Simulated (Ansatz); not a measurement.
BF2H3OSi···H2

Input

```
crystal:
  periodic: [false, false, false]
  atoms:
    - { symbol: B, position_ang: [0.0, 0.0, 0.0] }
    - { symbol: H, position_ang: [0.0, 0.0, 1.54] }
    - { symbol: F, position_ang: [1.1431, 0.0, -0.66] }
    - { symbol: F, position_ang: [-1.1431, 0.0, -0.66] }
    - { symbol: O, position_ang: [0.0715, -1.6212, 0.5392] }
    - { symbol: Si, position_ang: [-0.6985, -2.9178, -0.2012] }
    - { symbol: H, position_ang: [0.2063, -4.0629, -0.2427] }
    - { symbol: H, position_ang: [-1.8953, -3.2713, 0.5566] }
    - { symbol: H, position_ang: [-1.0766, -2.5477, -1.562] }
    - { symbol: H, position_ang: [0.0379, -0.8605, 1.537] }
basis:
  gaussian: { orbitals: def2-SVP }
hamiltonian:
  xc: b3lyp
relax:
  f_tol: 0.15
  max_steps: 25
  restrain:
    - { distance: [0, 4], at: 1.41, k: 30.0 }
    - { distance: [9, 1], at: 0.66, k: 30.0 }
    - { distance: [0, 1], at: 2.39, k: 30.0 }
    - { distance: [9, 4], at: 2.21, k: 30.0 }
output:
  orbitals: {}
```

Run with:

```sh
ansatz run input.yaml --threads 2 --pin off --max-ram 3072MiB --backend cpu --events-out ev --progress --plain --runs-dir out
```

The fields are those of the run's last geometry, not of the input's.

Not at a stationary point (largest force 1.8 eV/Å).

Computed with RKS B3LYP/def2-SVP (Ansatz).

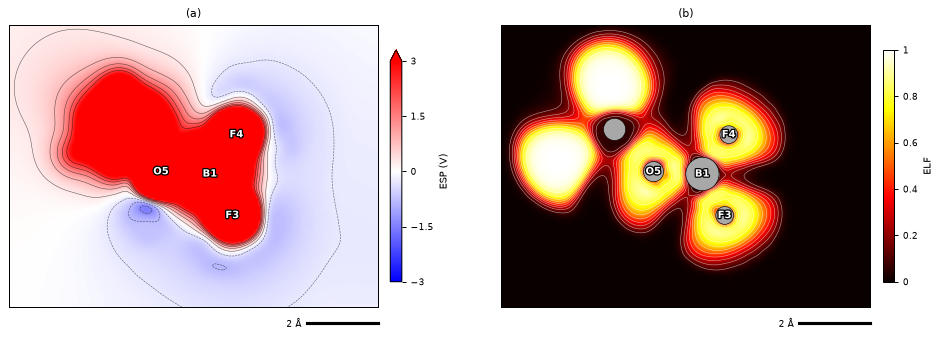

Figure 1. (a) molecular electrostatic potential; (b) ELF on the plane of atoms F3, B1 and F4. Grey discs cover the atomic cores in the ELF map.

### Read the bonding off the picture.

The section cuts through B, F and O sites.
B–F (1.32 Å): the ELF peaks at about 0.85 between the atoms, as expected for a polar covalent bond.
B–O (1.37 Å): the ELF peaks at about 0.90 between the atoms, as expected for a polar covalent bond.
The ELF also peaks beside F3, O5 and F4, away from the bonds: lone-pair regions.
Outside the dense part of the complex the potential is most negative (−1.5 V) near O5.

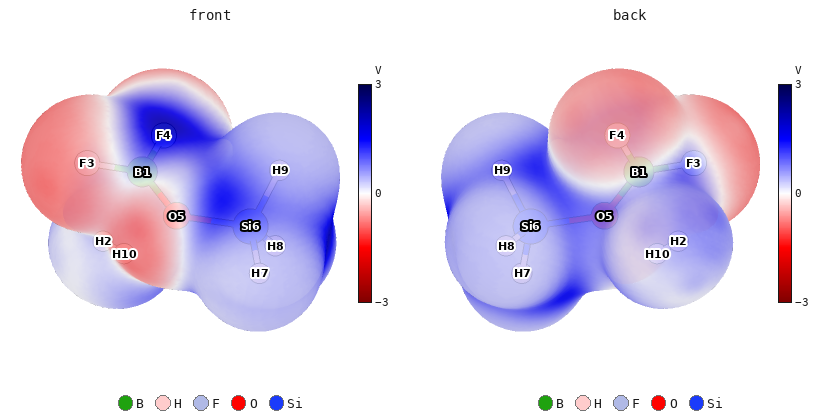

Figure 2. The electrostatic potential painted on the density surface at 0.002 e/bohr³, seen from the front and from behind; the colour scale runs from red (negative) to blue (positive).

### Which sites attract a positive test charge, and which a negative one?

A positive charge is drawn to the negative regions and a negative charge to the positive ones. The most negative region (about −0.8 V) lies over F3 and O5, the most positive (about +2.0 V) over B1 and Si6.

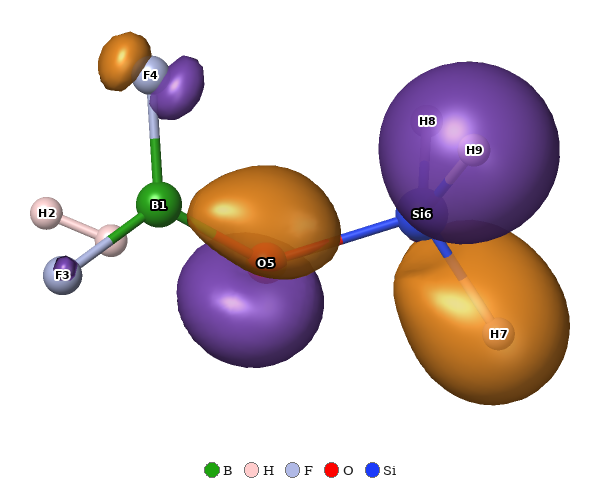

Figure 3. The HOMO−1 at ±0.15 Å⁻³ᐟ² (orange and purple are the two phases), seen from one side.

### What is the character of this orbital?

Its weight (Hirshfeld) is mainly on O5 (about 30 %), Si6 (about 25 %), H9 (about 25 %) and H7 (about 15 %). Its energy is −9.36 eV.
